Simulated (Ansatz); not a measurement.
# BGeH4 (doublet): one geometry, many settings at distance Ge1–B2 = 1.777 Å

What do other methods and options give for BGeH4 (doublet) at this geometry, and how long do they take?

Program: Ansatz 0.2.0, Gaussian basis. Level of theory: the settings change from run to run. These are calculated values, not measurements.

19 further runs of the same task are left out: 1 for a mislabelled method, 15 that didn't finish, 3 set aside as unsound or not needed.

**1. The geometry**

The geometry derives from a PBE0/def2-TZVP stationary point (not a proven minimum). One bond is set to the value named and the two fragments are kept rigid. No spin-orbit coupling is included. The filled d shell of Ge may be among the frozen orbitals whatever the setting's name suggests; the logs give the count.

6 atoms, charge 0, spin multiplicity 2.

Atoms are counted from 1 here; the program's logs count them from 0.

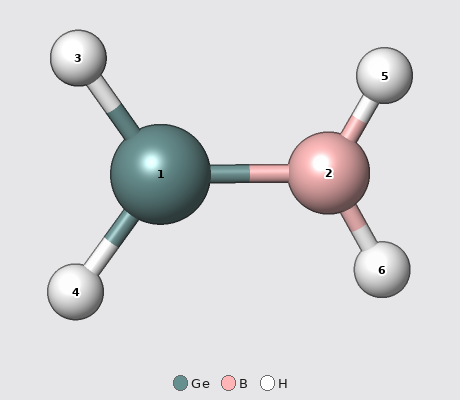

The geometry (germanium teal, boron pink, hydrogen white); atoms are numbered from 1 in the order of the file.

**2. BCCD(T)/cc-pVDZ**

File in.yaml:

```yaml
crystal:
  periodic: [false, false, false]
  atoms:
    - {symbol: Ge, position_ang: [0.000000, 0.000000, 0.253513]}
    - {symbol: B, position_ang: [0.000000, 0.000000, -1.523487]}
    - {symbol: H, position_ang: [0.000000, 1.255258, 1.138160]}
    - {symbol: H, position_ang: [0.000000, -1.255258, 1.138160]}
    - {symbol: H, position_ang: [0.000000, 1.042369, -2.102896]}
    - {symbol: H, position_ang: [0.000000, -1.042369, -2.102896]}
basis:
  gaussian: {orbitals: cc-pVDZ}
magnetization: {spin_polarized: true, initial_magnetization: 1}
hamiltonian: {xc: {name: B3LYP}}
correlation: {method: bccd_t, electrons: outside_noble_gas}
output: {forces: true}
```

Started as:

```bash
$ ansatz run in.yaml --threads 1 --pin off --events-out ev --progress --plain --max-ram 2393MiB
```

Output, cut to the lines that bear on the results:

```text
Functional definition: B3LYP
  name "B3LYP"
  cite "Stephens, Devlin, Chabalowski & Frisch, J. Phys. Chem. 98, 11623 (1994) doi:10.1021/j100096a001"
  cite "Becke, Phys. Rev. A 38, 3098 (1988) doi:10.1103/PhysRevA.38.3098"
  cite "Lee, Yang & Parr, Phys. Rev. B 37, 785 (1988) doi:10.1103/PhysRevB.37.785"
  cite "Vosko, Wilk & Nusair, Can. J. Phys. 58, 1200 (1980) doi:10.1139/p80-159"
[...]
630 factors; integrals over basis functions are off by at most 1.1e-3 eV
[...]
mean field -57257.91235040 eV, -2104.1894680702 hartree, gradient 2.0e-6 eV, S^2 0.751839; 0 other end points of the search recorded, 0 dependent functions left out
15 core orbitals not correlated: weight in the atoms' cores, before any rotation towards them, 0.999 or more for the frozen orbitals, at most 0.000 for the correlated occupied ones
reference -57205.16217568 eV, -2102.2509349047 hartree; 6, 5 occupied and 40, 41 virtual orbitals, 630 factors
second order -4.82877384 eV of doubles, -0.19495971 eV of singles
cycle   1  -5.69961833 eV  change   -6.8e-1 eV  update   5.6e-2
[...]
cycle  11  -5.93092727 eV  change   -9.5e-8 eV  update   1.7e-6
perturbative correction -0.14013338 eV, -0.0051498068 hartree
[...]
Total energy: -57211.23323634 eV, -2102.4740422686 hartree
Atom 0 at     0.000000     0.000000     0.253513 Å, force    -0.000000     0.000000     5.583584 eV/Å
Atom 1 at     0.000000     0.000000    -1.523487 Å, force     0.000000    -0.000000    -5.180678 eV/Å
Atom 2 at     0.000000     1.255258     1.138160 Å, force     0.000000     0.126223     0.179379 eV/Å
Atom 3 at     0.000000    -1.255258     1.138160 Å, force    -0.000000    -0.126223     0.179379 eV/Å
Atom 4 at     0.000000     1.042369    -2.102896 Å, force    -0.000000     0.256186    -0.380832 eV/Å
Atom 5 at     0.000000    -1.042369    -2.102896 Å, force    -0.000000    -0.256186    -0.380832 eV/Å
Dipole moment:     0.000000     0.000000     0.224732 e Å
```

Run time: 14 s. Hardware: 1 thread of Arm Neoverse V1, shared host.

From the report: ⟨S²⟩ of the determinant 0.752 (pure doublet: 0.75); correlation -6.0711 eV; largest double amplitude 0.03.

**3. HF/cc-pVDZ**

Changes to in.yaml since step 2:

```diff
@@ -11,5 +11,4 @@
   gaussian: {orbitals: cc-pVDZ}
-magnetization: {spin_polarized: true, initial_magnetization: 1}
-hamiltonian: {xc: {name: B3LYP}}
-correlation: {method: bccd_t, electrons: outside_noble_gas}
-output: {forces: true}
+magnetization: {spin_polarized: false, initial_magnetization: 1}
+hamiltonian: {xc: hf}
+output: {orbitals: {seedname: orbitals}}
```

Same command.

Output:

```text
Functional definition: HF
  name "HF"
  cite "Fock, Z. Phys. 61, 126 (1930) doi:10.1007/BF01340294"
  parent pbe
  exchange = exact_x
  correlation = 0
630 factors; integrals over basis functions are off by at most 1.1e-3 eV
mean field evaluation 1: about -57204.5567 eV, gradient 1.4e1 eV
mean field evaluation 2: about -57204.5582 eV, gradient 1.4e1 eV
mean field evaluation 4: about -57205.5235 eV, gradient 1.3e0 eV
mean field evaluation 8: about -57205.5390 eV, gradient 1.0e-3 eV
mean field -57205.53899526 eV, -2102.2647827689 hartree, gradient 1.2e-5 eV, S^2 0.750000; 0 other end points of the search recorded, 0 dependent functions left out
reference -57205.53899526 eV, -2102.2647827689 hartree; 21, 20 occupied and 40, 41 virtual orbitals, 630 factors
Total energy: -57205.53899526 eV, -2102.2647827689 hartree
```

It took 0.87 s on 1 thread of Arm Neoverse V1, shared host.

**4. CCSD/cc-pVDZ**

Changes to in.yaml since step 3:

```diff
@@ -11,4 +11,5 @@
   gaussian: {orbitals: cc-pVDZ}
-magnetization: {spin_polarized: false, initial_magnetization: 1}
-hamiltonian: {xc: hf}
-output: {orbitals: {seedname: orbitals}}
+magnetization: {spin_polarized: true, initial_magnetization: 1}
+hamiltonian: {xc: {name: r2SCAN}}
+correlation: {method: ccsd, electrons: outside_noble_gas}
+accuracy: high
```

The command is unchanged.

Output, cut to the lines that bear on the results:

```text
Functional definition: r2SCAN
  name "r2SCAN"
  cite "Furness, Kaplan, Ning, Perdew & Sun, J. Phys. Chem. Lett. 11, 8208 (2020) doi:10.1021/acs.jpclett.0c02405"
  cite "Furness, Kaplan, Ning, Perdew & Sun, J. Phys. Chem. Lett. 11, 9248 (2020) doi:10.1021/acs.jpclett.0c03077"
  parent r2scan
[...]
1358 factors; integrals over basis functions are off by at most 4.4e-9 eV
[...]
mean field -57255.59110831 eV, -2104.1041639968 hartree, gradient 1.8e-8 eV, S^2 0.755046; 0 other end points of the search recorded, 0 dependent functions left out
15 core orbitals not correlated: weight in the atoms' cores, before any rotation towards them, 0.999 or more for the frozen orbitals, at most 0.000 for the correlated occupied ones
reference -57205.07206697 eV, -2102.2476234708 hartree; 6, 5 occupied and 40, 41 virtual orbitals, 1358 factors
second order -4.83571848 eV of doubles, -0.23287789 eV of singles
cycle   1  -5.73809433 eV  change   -6.7e-1 eV  update   5.6e-2
[...]
cycle  21  -5.97223215 eV  change   1.1e-10 eV  update  4.9e-10
Total energy: -57211.04429912 eV, -2102.4670989542 hartree
```

It took 19 s on 1 thread of Arm Neoverse V1, shared host.

From the report: ⟨S²⟩ of the determinant 0.755 (pure doublet: 0.75); correlation -5.9722 eV; T1 0.019; largest double amplitude 0.03. The orbitals are Kohn-Sham ones, so correlation energy and T1 don't compare with those on Hartree-Fock orbitals.

**5. CCSD(T)/def2-SVP**

Changes to in.yaml since step 4:

```diff
@@ -10,6 +10,8 @@
 basis:
-  gaussian: {orbitals: cc-pVDZ}
+  gaussian: {orbitals: def2-SVP}
 magnetization: {spin_polarized: true, initial_magnetization: 1}
-hamiltonian: {xc: {name: r2SCAN}}
-correlation: {method: ccsd, electrons: outside_noble_gas}
+hamiltonian: {xc: {name: B3LYP}}
+correlation: {method: ccsd_t, electrons: outside_noble_gas, diis_vectors: 4}
 accuracy: high
+scf: {lower_state_search: off}
+output: {forces: true}
```

The command is unchanged.

Output, cut to the lines that bear on the results:

```text
Functional definition: B3LYP
  name "B3LYP"
  cite "Stephens, Devlin, Chabalowski & Frisch, J. Phys. Chem. 98, 11623 (1994) doi:10.1021/j100096a001"
  cite "Becke, Phys. Rev. A 38, 3098 (1988) doi:10.1103/PhysRevA.38.3098"
  cite "Lee, Yang & Parr, Phys. Rev. B 37, 785 (1988) doi:10.1103/PhysRevB.37.785"
  cite "Vosko, Wilk & Nusair, Can. J. Phys. 58, 1200 (1980) doi:10.1139/p80-159"
[...]
1393 factors; integrals over basis functions are off by at most 4.3e-9 eV
[...]
mean field -57251.11325963 eV, -2103.9396060930 hartree, gradient 1.7e-8 eV, S^2 0.751827; 0 other end points of the search recorded, 0 dependent functions left out
15 core orbitals not correlated: weight in the atoms' cores, before any rotation towards them, 0.999 or more for the frozen orbitals, at most 0.000 for the correlated occupied ones
[...]
cycle   1  -5.71889883 eV  change   -6.5e-1 eV  update   5.5e-2
[...]
cycle  23  -5.94374323 eV  change  -4.1e-11 eV  update  5.4e-10
perturbative correction -0.15225216 eV, -0.0055951638 hartree
[...]
Total energy: -57204.40131322 eV, -2102.2229737250 hartree
Atom 0 at     0.000000     0.000000     0.253513 Å, force    -0.000000    -0.000000     5.493763 eV/Å
Atom 1 at     0.000000     0.000000    -1.523487 Å, force    -0.000000     0.000000    -5.108752 eV/Å
Atom 2 at     0.000000     1.255258     1.138160 Å, force    -0.000000     0.063904     0.140243 eV/Å
Atom 3 at     0.000000    -1.255258     1.138160 Å, force    -0.000000    -0.063904     0.140243 eV/Å
Atom 4 at     0.000000     1.042369    -2.102896 Å, force    -0.000000     0.185110    -0.332748 eV/Å
Atom 5 at     0.000000    -1.042369    -2.102896 Å, force    -0.000000    -0.185110    -0.332748 eV/Å
Dipole moment:     0.000000     0.000000     0.218105 e Å
Checks for a lower state left out: starts, cluster_reference, orbital_swaps, neighbouring_geometries, increment
```

Wall time 44 s (1 thread of Arm Neoverse V1, shared host); peak memory 0.48 GiB.

From the report: ⟨S²⟩ of the determinant 0.752 (pure doublet: 0.75); correlation -6.0960 eV; T1 0.016; largest double amplitude 0.03. The orbitals are Kohn-Sham ones, so correlation energy and T1 don't compare with those on Hartree-Fock orbitals.

**6. BCCD/6-31G***

Changes to in.yaml since step 5:

```diff
@@ -10,8 +10,8 @@
 basis:
-  gaussian: {orbitals: def2-SVP}
+  gaussian: {orbitals: "6-31G*", point_charges: [{charge: -0.50, position_ang: [4.858, 0.764, -0.041]}]}
 magnetization: {spin_polarized: true, initial_magnetization: 1}
-hamiltonian: {xc: {name: B3LYP}}
-correlation: {method: ccsd_t, electrons: outside_noble_gas, diis_vectors: 4}
+hamiltonian: {xc: {name: PBE0}}
+correlation: {method: bccd, electrons: outside_noble_gas}
 accuracy: high
-scf: {lower_state_search: off}
+scf: {lower_state_search: full}
 output: {forces: true}
```

Same command.

Output, cut to the lines that bear on the results:

```text
Functional definition: PBE0
  name "PBE0"
  cite "Adamo & Barone, J. Chem. Phys. 110, 6158 (1999) doi:10.1063/1.478522"
  cite "Perdew, Burke & Ernzerhof, Phys. Rev. Lett. 77, 3865 (1996) doi:10.1103/PhysRevLett.77.3865"
  parent pbe
[...]
1164 factors; integrals over basis functions are off by at most 4.0e-9 eV
[...]
mean field -57241.45258428 eV, -2103.5845828224 hartree, gradient 1.6e-8 eV, S^2 0.752906; 6 other end points of the search recorded, 0 dependent functions left out
15 core orbitals not correlated: weight in the atoms' cores, before any rotation towards them, 0.999 or more for the frozen orbitals, at most 0.000 for the correlated occupied ones
reference -57198.09254773 eV, -2101.9911308695 hartree; 6, 5 occupied and 37, 38 virtual orbitals, 1164 factors
second order -4.15760573 eV of doubles, -0.18269834 eV of singles
cycle   1  -4.86045843 eV  change   -5.2e-1 eV  update   5.8e-2
[...]
cycle  23  -5.08408942 eV  change  -4.5e-10 eV  update  9.5e-10
[...]
Total energy: -57203.17663715 eV, -2102.1779677094 hartree
Atom 0 at     0.000000     0.000000     0.253513 Å, force     0.058722     0.042540     5.071690 eV/Å
Atom 1 at     0.000000     0.000000    -1.523487 Å, force     0.015273    -0.001441    -5.105867 eV/Å
Atom 2 at     0.000000     1.255258     1.138160 Å, force    -0.010119     0.252520     0.259347 eV/Å
Atom 3 at     0.000000    -1.255258     1.138160 Å, force    -0.005836    -0.276150     0.265175 eV/Å
Atom 4 at     0.000000     1.042369    -2.102896 Å, force    -0.017838    -0.031221    -0.244100 eV/Å
Atom 5 at     0.000000    -1.042369    -2.102896 Å, force    -0.015068     0.019406    -0.255238 eV/Å
Dipole moment:     0.083012     0.013792     0.211208 e Å
```

It took 54 s on 1 thread of Arm Neoverse V1, shared host; peak memory 0.39 GiB.

From the report: ⟨S²⟩ of the determinant 0.753 (pure doublet: 0.75); correlation -5.0841 eV; largest double amplitude 0.04.

**7. All runs side by side**

Where basis and cores are those of an earlier UCCSDT(Q)/cc-pVDZ run (-57211.4527 eV), and the state is the same kind, the miss against it is given.

| level | correlated | functions | energy (eV) | from UCCSDT(Q) (meV) | time |
| --- | --- | --- | --- | --- | --- |
| BCCD(T)/cc-pVDZ (on B3LYP orbitals) | outside noble gas | 61 | -57211.2332 | 219.5 | 14 s |
| HF/cc-pVDZ |  | 61 | -57205.5390 | 5913.7 | 0.87 s |
| CCSD/cc-pVDZ (on r2SCAN orbitals) | outside noble gas | 61 | -57211.0443 | 408.4 | 19 s |
| CCSD(T)/def2-SVP (on B3LYP orbitals) | outside noble gas | 66 | -57204.4013 |  | 44 s |
| BCCD/6-31G* (beside a point charge, on PBE0 orbitals) | outside noble gas | 58 | -57203.1766 |  | 54 s |

**8. What came out**

| quantity | value |
| --- | --- |
| runs | 5 |
| quickest | HF/cc-pVDZ, 0.87 s |
| slowest | BCCD/6-31G* (beside a point charge, on PBE0 orbitals), 54 s |

Total energies in different bases, with other cores or another treatment of relativity can't be set against each other. BCCD/6-31G* (beside a point charge, on PBE0 orbitals) took 62 times as long as HF/cc-pVDZ; the jobs differ in more than the method. Among the correlated runs with a miss given, it spans +219 to +408 meV. Hartree-Fock, CASSCF and CASCI lack dynamic correlation by design. Cores frozen from Kohn-Sham orbitals shift the total energy.
